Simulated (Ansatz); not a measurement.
## Li6MgBr8 (Fm-3m): the host for defect calculations

Aim: the runs on the perfect crystal Li6MgBr8 (Fm-3m) that a defect calculation needs first.

Method: plane-wave PAW DFT, PBEsol; relaxation of the defect-free supercell from random displacements, a test of the host's stability, in Ansatz 0.2.0.

### Step 1. Set-up

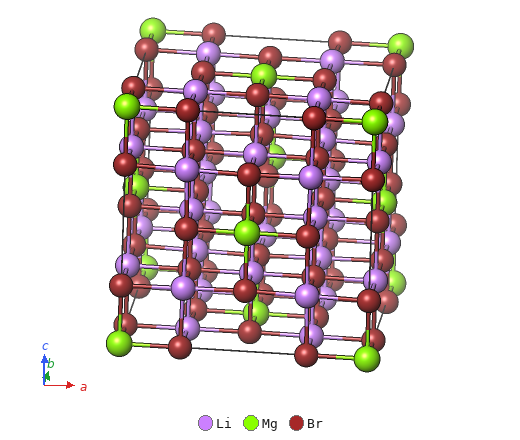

Start, viewed slightly off an axis; lithium purple, magnesium green, bromine red. Some periodic images of atoms are drawn too.

The cell holds 60 atoms: 24 Li, 4 Mg and 32 Br. Cell: a = 10.847 Å, b = 10.847 Å, c = 10.847 Å, α = 90.0°, β = 90.0°, γ = 90.0°.

### Step 2. Defect free supercell relaxed from displaced atoms

The input displaces the atoms at random before the relaxation, so that it can leave a symmetric saddle if there is one.

pristine.rattled/input.yaml reads:

```yaml
crystal:
  lattice:
    - [10.8471459275, 0.0, 0.0]
    - [0.0, 10.8471459275, 0.0]
    - [0.0, 0.0, 10.8471459275]
  atoms:
    - { symbol: Li, position: [0.25, 0.0, 0.25] }
    - { symbol: Li, position: [0.25, 0.5, 0.75] }
    - { symbol: Li, position: [0.75, 0.0, 0.75] }
    - { symbol: Li, position: [0.75, 0.5, 0.25] }
    - { symbol: Li, position: [0.0, 0.25, 0.25] }
    - { symbol: Li, position: [0.0, 0.75, 0.75] }
    - { symbol: Li, position: [0.5, 0.25, 0.75] }
    - { symbol: Li, position: [0.5, 0.75, 0.25] }
    - { symbol: Li, position: [0.0, 0.25, 0.75] }
    - { symbol: Li, position: [0.0, 0.75, 0.25] }
    - { symbol: Li, position: [0.5, 0.25, 0.25] }
    - { symbol: Li, position: [0.5, 0.75, 0.75] }
    - { symbol: Li, position: [0.25, 0.0, 0.75] }
    - { symbol: Li, position: [0.25, 0.5, 0.25] }
    - { symbol: Li, position: [0.75, 0.0, 0.25] }
    - { symbol: Li, position: [0.75, 0.5, 0.75] }
    - { symbol: Li, position: [0.25, 0.25, 0.0] }
    - { symbol: Li, position: [0.25, 0.75, 0.5] }
    - { symbol: Li, position: [0.75, 0.25, 0.5] }
    - { symbol: Li, position: [0.75, 0.75, 0.0] }
    - { symbol: Li, position: [0.25, 0.25, 0.5] }
    - { symbol: Li, position: [0.25, 0.75, 0.0] }
    - { symbol: Li, position: [0.75, 0.25, 0.0] }
    - { symbol: Li, position: [0.75, 0.75, 0.5] }
    - { symbol: Mg, position: [0.0, 0.0, 0.0] }
    - { symbol: Mg, position: [0.0, 0.5, 0.5] }
    - { symbol: Mg, position: [0.5, 0.0, 0.5] }
    - { symbol: Mg, position: [0.5, 0.5, 0.0] }
    - { symbol: Br, position: [0.25, 0.25, 0.25] }
    - { symbol: Br, position: [0.25, 0.75, 0.75] }
    - { symbol: Br, position: [0.75, 0.25, 0.75] }
    - { symbol: Br, position: [0.75, 0.75, 0.25] }
    - { symbol: Br, position: [0.25, 0.25, 0.75] }
    - { symbol: Br, position: [0.25, 0.75, 0.25] }
    - { symbol: Br, position: [0.75, 0.25, 0.25] }
    - { symbol: Br, position: [0.75, 0.75, 0.75] }
    - { symbol: Br, position: [0.0, 0.244948236, 0.0] }
    - { symbol: Br, position: [0.0, 0.744948236, 0.5] }
    - { symbol: Br, position: [0.5, 0.244948236, 0.5] }
    - { symbol: Br, position: [0.5, 0.744948236, 0.0] }
    - { symbol: Br, position: [0.255051764, 0.0, 0.5] }
    - { symbol: Br, position: [0.255051764, 0.5, 0.0] }
    - { symbol: Br, position: [0.755051764, 0.0, 0.0] }
    - { symbol: Br, position: [0.755051764, 0.5, 0.5] }
    - { symbol: Br, position: [0.244948236, 0.0, 0.0] }
    - { symbol: Br, position: [0.244948236, 0.5, 0.5] }
    - { symbol: Br, position: [0.744948236, 0.0, 0.5] }
    - { symbol: Br, position: [0.744948236, 0.5, 0.0] }
    - { symbol: Br, position: [0.0, 0.0, 0.755051764] }
    - { symbol: Br, position: [0.0, 0.5, 0.255051764] }
    - { symbol: Br, position: [0.5, 0.0, 0.255051764] }
    - { symbol: Br, position: [0.5, 0.5, 0.755051764] }
    - { symbol: Br, position: [0.0, 0.0, 0.244948236] }
    - { symbol: Br, position: [0.0, 0.5, 0.744948236] }
    - { symbol: Br, position: [0.5, 0.0, 0.744948236] }
    - { symbol: Br, position: [0.5, 0.5, 0.244948236] }
    - { symbol: Br, position: [0.0, 0.255051764, 0.5] }
    - { symbol: Br, position: [0.0, 0.755051764, 0.0] }
    - { symbol: Br, position: [0.5, 0.255051764, 0.0] }
    - { symbol: Br, position: [0.5, 0.755051764, 0.5] }
basis:
  ecutwfc: 420
  xc_grid: 2
hamiltonian:
  xc: pbesol
kpoints:
  mp_grid: { grid: [1, 1, 1], shift: [0.25, 0.25, 0.25] }
scf:
  occupations: { method: fermi_dirac, width: 0.01 }
  max_iter: 80
output:
  forces: true
relax:
  f_tol: 0.01
  max_steps: 120
  random_displacement: { amplitude: 0.08, seed: 1455 }
checkpoint:
  write: "../pristine.rattled.run"
  compress: false
  write_wavefunctions: false
  write_every: 100000
```

Started as:

```
$ ansatz run input.yaml --threads 4 --pin off --max-ram 7536MiB --backend cpu --events-out ev --progress --plain --runs-dir out
```

Numbers of over 12 decimals in the logs are rounded to 6 here.

Log:

```text
[... repeated set-up lines and file paths are left out, and long positions are rounded to six places ...]
Engine: ansatz 0.2.0, aarch64-unknown-linux-gnu
Pseudopotentials: kind: paw
Pseudopotential: Li, paw, valence charge 3, recommended cutoff 420 eV (normal), Li.paw.azcp
Pseudopotential: Mg, paw, valence charge 10, recommended cutoff 420 eV (normal), Mg.paw.azcp
Pseudopotential: Br, paw, valence charge 7, recommended cutoff 420 eV (normal), Br.paw.azcp
Functional definition: PBEsol
  exchange = pbesol_x
  correlation = pbesol_c
Crystal: 60 atoms, lattice volume = 1276.281 Å³
Basis set: ecut = 420 eV, 24885 PW (Γ), exchange–correlation on 150×150×150 points (8 copies of the dense FFT grid, shifted against one another)
Bands: 228, of which v1, the nominal top of the filled ones, is band 168 counted from 1 (167 counted from 0)
Symmetry: 1 space group operations
k-points: 1
Non-local potential: Li, projectors of the file, l = 0: 3, l = 1: 2, l = 2: 1
Non-local potential: Mg, projectors of the file, l = 0: 3, l = 1: 2, l = 2: 1
Non-local potential: Br, projectors of the file, l = 0: 2, l = 1: 2, l = 2: 2
PAW form: soft (Blöchl's): semilocal exchange-correlation on the pseudo side does not see the compensation charge
PAW frozen core: Mg, regenerated for the run's functional, and the local potential with it (the file was generated under x = pbe(κ = 0.804, μ = 0.219515), c = pbe(β = 0.066725))
PAW frozen core: Br, regenerated for the run's functional, and the local potential with it (the file was generated under x = pbe(κ = 0.804, μ = 0.219515), c = pbe(β = 0.066725))
PAW one-centre angular grid: Li, 110 points (default); XC on 64 Gauss nodes
PAW one-centre angular grid: Mg, 110 points (default); XC on 64 Gauss nodes
PAW one-centre angular grid: Br, 110 points (default); XC on 64 Gauss nodes
Initial density: superposition of atomic densities (neutral atoms: chi_scale 0, normalization atom), corrected by the library's trained network
Initial wavefunctions: pseudopotential atomic-orbital guess
Functional: x = pbesol(κ = 0.804, μ = 0.123457), c = pbesol(β = 0.046)
SCF iter   1: F=—  HF=-100179.749231 eV  |F-HF|=—  |Δ(HF+E_count)|=         —  Δρ=2.18e-3  dr2=7.47e-2  ethr=1.77e-3  ⟨swp⟩=10.0  Hψ=1149  notcnv=0  defer=28
preconditioner: auto → Resta (q_TF=auto, 2.184 Å⁻¹)  ε∞=3.0  [insulator: Δε(μ)=5.243 eV  Ē_g=11.736 eV  σ=0.010 eV  W_gap=1.00  n_scr=250 (ndim 8)  ℏωp=16.6 eV  f_vac=0.008  D(μ)=0.00/eV (n_scr^D=0)  ε∞_Penn≈3.0]
SCF iter   2: F=—  HF=-100179.747266 eV  |F-HF|=—  |Δ(HF+E_count)|=   1.97e-3  Δρ=1.19e-3  dr2=2.52e-2  ethr=2.22e-5  ⟨swp⟩=3.0  Hψ=484  notcnv=0  defer=56
SCF iter   3: F=—  HF=-100179.743920 eV  |F-HF|=—  |Δ(HF+E_count)|=   3.35e-3  Δρ=3.54e-4  dr2=2.54e-3  ethr=7.50e-6  ⟨swp⟩=2.0  Hψ=340  notcnv=0  defer=56
SCF iter   4: F=—  HF=-100179.743370 eV  |F-HF|=—  |Δ(HF+E_count)|=   5.51e-4  Δρ=1.45e-4  dr2=2.61e-4  ethr=7.57e-7  ⟨swp⟩=2.0  Hψ=268  notcnv=0  defer=56
SCF iter   5: F=—  HF=-100179.742067 eV  |F-HF|=—  |Δ(HF+E_count)|=   1.30e-3  Δρ=2.45e-5  dr2=1.30e-5  ethr=7.75e-8  ⟨swp⟩=2.0  Hψ=336  notcnv=0  defer=56
SCF iter   6: F=-100179.742067 eV  HF=-100179.742067 eV  |F-HF|=9.90e-9  |Δ(HF+E_count)|=   2.86e-7  Δρ=5.76e-6  dr2=6.36e-7  ethr=7.44e-10  ⟨swp⟩=4.0  Hψ=696  notcnv=0
SCF 1 converged in 6 iterations: F = -100179.742067 eV  dr2 = 6.36e-7
  greatest PAW one-centre occupation: 1.000 electrons in one spin orbital (limit 2), on the Mg atom at site 26 (counted from 0), in its partial waves of l = 0
relax step   1: F+E_penalty+E_count = -100179.74206679 eV  Δ(F+E_penalty+E_count) = +0.000e0 eV  max|allowed force component| = 5.178e-1 eV/Å  Δτ_max = 0.0000 Å  (6 SCF iters, dr2 threshold 2.50e-6 eV, accepted)
[... the SCF cycles and remarks between the steps are left out from here to the last step ...]
relax step   2: F+E_penalty+E_count = -100179.85662047 eV  Δ(F+E_penalty+E_count) = -1.146e-1 eV  max|allowed force component| = 3.841e-1 eV/Å  Δτ_max = 0.1945 Å  (5 SCF iters, dr2 threshold 1.68e-5 eV, accepted)
relax step   3: F+E_penalty+E_count = -100180.21379362 eV  Δ(F+E_penalty+E_count) = -3.572e-1 eV  max|allowed force component| = 1.617e-2 eV/Å  Δτ_max = 0.1208 Å  (5 SCF iters, dr2 threshold 9.22e-6 eV, accepted)
relax step   4: F+E_penalty+E_count = -100180.21379475 eV  Δ(F+E_penalty+E_count) = -1.138e-6 eV  max|allowed force component| = 1.617e-2 eV/Å  Δτ_max = 0.0000 Å  (4 SCF iters, accepted)
relax step   5: F+E_penalty+E_count = -100180.20554306 eV  Δ(F+E_penalty+E_count) = +8.252e-3 eV  max|allowed force component| = 7.344e-2 eV/Å  Δτ_max = 0.0212 Å  (6 SCF iters, rejected (line search))
relax step   6: F+E_penalty+E_count = -100180.21535159 eV  Δ(F+E_penalty+E_count) = -1.557e-3 eV  max|allowed force component| = 9.724e-3 eV/Å  Δτ_max = 0.0102 Å  (6 SCF iters, accepted)
SCF iter   1: F=—  HF=-100180.217735 eV  |F-HF|=—  |Δ(HF+E_count)|=         —  Δρ=4.15e-4  dr2=2.02e-3  ethr=2.63e-6  ⟨swp⟩=3.0  Hψ=418  notcnv=0  defer=51
SCF iter   2: F=—  HF=-100180.217511 eV  |F-HF|=—  |Δ(HF+E_count)|=   2.25e-4  Δρ=2.11e-4  dr2=4.50e-4  ethr=6.02e-7  ⟨swp⟩=2.0  Hψ=400  notcnv=0  defer=51
SCF iter   3: F=—  HF=-100180.217513 eV  |F-HF|=—  |Δ(HF+E_count)|=   2.26e-6  Δρ=2.38e-5  dr2=7.88e-6  ethr=1.34e-7  ⟨swp⟩=2.0  Hψ=315  notcnv=0  defer=51
SCF iter   4: F=—  HF=-100180.216073 eV  |F-HF|=—  |Δ(HF+E_count)|=   1.44e-3  Δρ=7.03e-6  dr2=5.64e-7  ethr=2.35e-9  ⟨swp⟩=2.0  Hψ=345  notcnv=0  defer=51
SCF iter   5: F=-100180.216073 eV  HF=-100180.216073 eV  |F-HF|=7.13e-10  |Δ(HF+E_count)|=   5.69e-7  Δρ=1.40e-6  dr2=2.89e-8  ethr=2.98e-11  ⟨swp⟩=5.0  Hψ=737  notcnv=0
SCF 7 converged in 5 iterations: F = -100180.216073 eV  dr2 = 2.89e-8
relax step   7: F+E_penalty+E_count = -100180.21607330 eV  Δ(F+E_penalty+E_count) = -7.217e-4 eV  max|allowed force component| = 4.714e-3 eV/Å  Δτ_max = 0.0130 Å  (5 SCF iters, accepted)
SCF converged after 5 iterations
Free energy (F): -100180.216073 eV
Harris-Foulkes:  -100180.216073 eV  (|F-HF|=7.13e-10)
Internal energy: -100180.216073 eV  (E = F + TS)
E sigma→0 (E₀):  -100180.216073 eV
Fermi energy:    5.001956 eV
--- Per-component energies (eV) ---
  E_band       = -3977.459505
  E_kinetic    = 5119.550336
  E_local      = -17083.105076  (includes V_loc(G=0)·N_el)
  E_nonlocal   = 1850.065763
  E_hartree    = 5367.529124
  E_xc         = -8763.541733
  E_vxc        = -3834.590724  (∫ρ·V_xc dr)
  E_paw        = -72087.409505  (= ΣΔE_a)
  E_vpaw       = -764.436998  (= ΣTr[D̂ρ^β])
  E_aug_tail   = 0.000352  (compensation charges beyond the density's cutoff)
  E_ewald      = -14586.493432
  E_core_change = 3.188100  (= ΣΔE_core)
  E_smearing   = -0.000000  (= −TS)
  E_closure    = 0.000000  (closes the sum)
  Σ components = -100180.216073   (vs F -100180.216073, Δ=0.00e0)
--- Forces (eV/Å), atoms counted from 1 ---
  atom   1  Li     0.00063543     0.00048140    -0.00011012
  atom   2  Li    -0.00142364    -0.00047593     0.00273222
  atom   3  Li     0.00127406    -0.00042637     0.00155666
  atom   4  Li    -0.00045389     0.00121092     0.00168620
  atom   5  Li    -0.00076428    -0.00154815     0.00017518
  atom   6  Li    -0.00059438    -0.00190461     0.00096285
  atom   7  Li     0.00042371    -0.00070158     0.00069450
  atom   8  Li    -0.00008976     0.00101727    -0.00027974
  atom   9  Li    -0.00046064    -0.00252428    -0.00250631
  atom  10  Li    -0.00103654    -0.00124244    -0.00112276
  atom  11  Li     0.00068863     0.00002602     0.00010926
  atom  12  Li    -0.00002453    -0.00218651    -0.00147199
  atom  13  Li     0.00192462     0.00042321     0.00004868
  atom  14  Li     0.00104443     0.00023636     0.00246111
  atom  15  Li     0.00120164     0.00123212     0.00259690
  atom  16  Li    -0.00104424    -0.00130759     0.00164794
  atom  17  Li     0.00092917     0.00008877    -0.00040755
  atom  18  Li    -0.00087922     0.00169530    -0.00148950
  atom  19  Li     0.00009357    -0.00037404     0.00082901
  atom  20  Li     0.00138933     0.00063164     0.00059964
  atom  21  Li     0.00021269     0.00102474     0.00022154
  atom  22  Li     0.00044394    -0.00004892    -0.00126603
  atom  23  Li     0.00112652     0.00168348     0.00033753
  atom  24  Li    -0.00145741     0.00020384     0.00041564
  atom  25  Mg     0.00256147    -0.00155291    -0.00177484
  atom  26  Mg     0.00125739    -0.00099808    -0.00133699
  atom  27  Mg    -0.00254930     0.00161733    -0.00101548
  atom  28  Mg    -0.00076499     0.00168146    -0.00077495
  atom  29  Br     0.00024308    -0.00010001    -0.00083688
  atom  30  Br    -0.00043069    -0.00064960     0.00160776
  atom  31  Br     0.00008516     0.00059594     0.00017656
  atom  32  Br    -0.00003741    -0.00168458     0.00103708
  atom  33  Br    -0.00108174    -0.00081273     0.00072752
  atom  34  Br     0.00183139    -0.00204423     0.00216653
  atom  35  Br     0.00012329    -0.00195519    -0.00107045
  atom  36  Br    -0.00019341     0.00142212    -0.00161435
  atom  37  Br    -0.00131667    -0.00318081    -0.00065329
  atom  38  Br    -0.00032542    -0.00449652    -0.00094119
  atom  39  Br     0.00098101    -0.00249413    -0.00002389
  atom  40  Br    -0.00261853    -0.00436210    -0.00073185
  atom  41  Br     0.00365935    -0.00127911     0.00063309
  atom  42  Br     0.00243748     0.00146954    -0.00084923
  atom  43  Br     0.00250852     0.00123690    -0.00158635
  atom  44  Br     0.00321258     0.00172316    -0.00190103
  atom  45  Br    -0.00380321     0.00064979    -0.00022868
  atom  46  Br    -0.00438359     0.00012651    -0.00317396
  atom  47  Br    -0.00267224    -0.00192218    -0.00329405
  atom  48  Br    -0.00296541    -0.00166549    -0.00325857
  atom  49  Br    -0.00121841     0.00185004     0.00450459
  atom  50  Br     0.00153130     0.00255309     0.00471510
  atom  51  Br     0.00155529     0.00033156     0.00346302
  atom  52  Br     0.00234698     0.00229688     0.00367537
  atom  53  Br    -0.00075093     0.00264062    -0.00147430
  atom  54  Br     0.00111266     0.00112072    -0.00195905
  atom  55  Br    -0.00244252    -0.00094125    -0.00140336
  atom  56  Br    -0.00179179     0.00055992    -0.00266639
  atom  57  Br    -0.00006722     0.00431451     0.00088740
  atom  58  Br    -0.00076130     0.00204439    -0.00058635
  atom  59  Br    -0.00009310     0.00196792     0.00130059
  atom  60  Br     0.00168644     0.00273830    -0.00012278
  max |Σ_I F_I| component: 3.72e-5 eV/Å
--- Relaxed structure (7 steps of the walk, 6 accepted, 0 SCFs on fresh bases) ---
  F+E_penalty+E_count = -100180.21607330 eV   max|allowed force component| = 4.714e-3 eV/Å
  atoms:
    - { symbol: Li, position: [0.249834, -0.000687, 0.249922] }
    - { symbol: Li, position: [0.250163, 0.499450, 0.749607] }
    - { symbol: Li, position: [0.749879, -0.000518, 0.749728] }
    - { symbol: Li, position: [0.749976, 0.499246, 0.249758] }
    - { symbol: Li, position: [-3.542420073566832e-5, 0.249477, 0.250005] }
    - { symbol: Li, position: [5.9620470074172894e-5, 0.749653, 0.749901] }
    - { symbol: Li, position: [0.499937, 0.249537, 0.749783] }
    - { symbol: Li, position: [0.499972, 0.749221, 0.250031] }
    - { symbol: Li, position: [4.705717990024974e-6, 0.249728, 0.750187] }
    - { symbol: Li, position: [2.798478753773128e-5, 0.749515, 0.250021] }
    - { symbol: Li, position: [0.499863, 0.249322, 0.249897] }
    - { symbol: Li, position: [0.500026, 0.749670, 0.750160] }
    - { symbol: Li, position: [0.249773, -0.000584, 0.749869] }
    - { symbol: Li, position: [0.249818, 0.499334, 0.249615] }
    - { symbol: Li, position: [0.749751, -0.000749, 0.249657] }
    - { symbol: Li, position: [0.750050, 0.499511, 0.749786] }
    - { symbol: Li, position: [0.249888, 0.249329, -7.810825903746204e-5] }
    - { symbol: Li, position: [0.250128, 0.749184, 0.500049] }
    - { symbol: Li, position: [0.749939, 0.249401, 0.499840] }
    - { symbol: Li, position: [0.749921, 0.749251, -0.000112] }
    - { symbol: Li, position: [0.249882, 0.249204, 0.499901] }
    - { symbol: Li, position: [0.249919, 0.749371, 3.171795767699182e-5] }
    - { symbol: Li, position: [0.749781, 0.249191, -0.000132] }
    - { symbol: Li, position: [0.750119, 0.749379, 0.499885] }
    - { symbol: Mg, position: [-9.700251995195369e-5, -0.000585, -5.0528955905780795e-5] }
    - { symbol: Mg, position: [-6.552405902319023e-5, 0.499380, 0.499951] }
    - { symbol: Mg, position: [0.500018, -0.000681, 0.499918] }
    - { symbol: Mg, position: [0.500013, 0.499328, -6.686315158694509e-5] }
    - { symbol: Br, position: [0.249943, 0.249393, 0.249958] }
    - { symbol: Br, position: [0.250064, 0.749468, 0.749932] }
    - { symbol: Br, position: [0.750003, 0.249446, 0.749955] }
    - { symbol: Br, position: [0.750003, 0.749441, 0.249957] }
    - { symbol: Br, position: [0.249957, 0.249398, 0.749863] }
    - { symbol: Br, position: [0.249865, 0.749357, 0.249840] }
    - { symbol: Br, position: [0.749886, 0.249347, 0.249906] }
    - { symbol: Br, position: [0.749968, 0.749332, 0.749948] }
    - { symbol: Br, position: [3.599372283712385e-5, 0.244431, 6.96376278967753e-5] }
    - { symbol: Br, position: [8.882463420052004e-5, 0.744445, 0.500042] }
    - { symbol: Br, position: [0.499979, 0.244369, 0.499949] }
    - { symbol: Br, position: [0.500127, 0.744419, 7.770585705537883e-5] }
    - { symbol: Br, position: [0.254929, -0.000723, 0.499820] }
    - { symbol: Br, position: [0.254976, 0.499255, -0.000192] }
    - { symbol: Br, position: [0.754903, -0.000757, -0.000163] }
    - { symbol: Br, position: [0.754918, 0.499266, 0.499882] }
    - { symbol: Br, position: [0.244988, -0.000550, -2.0709572121212443e-5] }
    - { symbol: Br, position: [0.245007, 0.499426, 0.500005] }
    - { symbol: Br, position: [0.745007, -0.000491, 0.500042] }
    - { symbol: Br, position: [0.745020, 0.499461, 7.682210840373943e-5] }
    - { symbol: Br, position: [-0.000108, -0.000654, 0.754876] }
    - { symbol: Br, position: [-0.000194, 0.499250, 0.254874] }
    - { symbol: Br, position: [0.499787, -0.000765, 0.254874] }
    - { symbol: Br, position: [0.499866, 0.499305, 0.754886] }
    - { symbol: Br, position: [-2.106632439848313e-7, -0.000598, 0.244928] }
    - { symbol: Br, position: [5.35774029251625e-5, 0.499514, 0.744945] }
    - { symbol: Br, position: [0.500108, -0.000449, 0.744916] }
    - { symbol: Br, position: [0.500064, 0.499402, 0.244954] }
    - { symbol: Br, position: [-0.000126, 0.254324, 0.499859] }
    - { symbol: Br, position: [-8.298173050723758e-5, 0.754389, -0.000147] }
    - { symbol: Br, position: [0.499871, 0.254333, -0.000216] }
    - { symbol: Br, position: [0.499888, 0.754324, 0.499898] }
```

Wall time 2 min (4 threads of Arm Neoverse N1, shared host); peak memory 1.7 GiB.

Relaxation path:

```
step  energy less that of the first step (eV)  largest force component (eV/Å)
   1                                   0.0000                          0.5178
   2                                  -0.1146                          0.3841
   3                                  -0.4717                          0.0162
   4                                  -0.4717                          0.0162
   5                                  -0.4635                          0.0734
   6                                  -0.4733                          0.0097
   7                                  -0.4740                          0.0047
```

Relaxation step 5 was tried and not accepted.

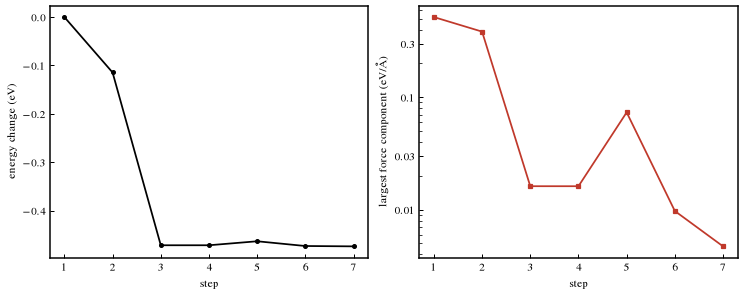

Energy and largest force along the relaxation.

The relaxation ends 7.9 meV an atom lower than the displaced start, with a largest force component of 0.0047 eV/Å.

### Step 3. Outcome

| Quantity | Value |
| --- | --- |
| symmetric supercell less the displaced and relaxed one | 0.000 eV |

The energy fell by 0.474 eV from the randomly displaced start; the atoms end within 0.005 Å of the sites as typed, once the mean shift is taken out. The displaced cell ends within 0.01 eV of the symmetric one, so no lower structure shows in this supercell. All at zero temperature.

[Logs are printed without paths, hosts, clocks, repeated set-up lines and the standing remarks that a program may print on its own settings, such as how far it seeks lower states.]

[Hosts, paths, dates, database ids (printed as entryN), source tags and the programs' standing remarks are cut or masked in the printed files.]

[Runs of the host that timed out are not shown.]

[For some hosts the program warned that the k-mesh of the response run may be too coarse for force constants and the static dielectric constant; such warnings are not always shown.]
